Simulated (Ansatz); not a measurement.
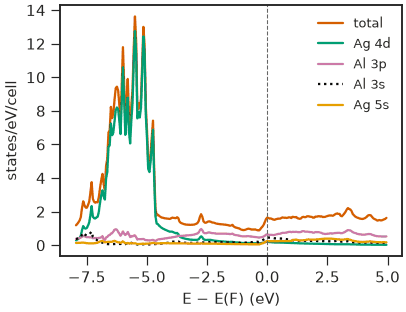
Figure. Total and projected density of states of AlAg in space group Cmcm (No. 63; Ag on 4c, Al on 4c), PBEsol in the plane-wave PAW code Ansatz

Question: Which orbitals carry the states next to the Fermi level?

Answer: Within 0.5 eV of the Fermi level: Al 3p 43 %, Al 3s 27 %, Ag 5s 13 %, Ag 4d 12 %, outside the projected shells 6 %. Projections are on Löwdin-orthogonalised atomic valence shells; empty p or d shells of many metals are not among them.

Question: Where is the tallest occupied peak in this window, and what makes it?

Answer: Near -5.5 eV, about 14 states/eV per cell; the largest projected share is Ag 4d.

The start of the workflow was typed in or built on a structure type; neither database checked (COD, Materials Project) lists it. Its standing as an ambient phase is unchecked. The PBEsol relaxation kept the symmetry of its start; whether a distortion lowers the energy is not shown. The run is not spin-polarised. Spin–orbit coupling is left out wherever it is not named.

Potentials: the later of the program's two PAW sets.
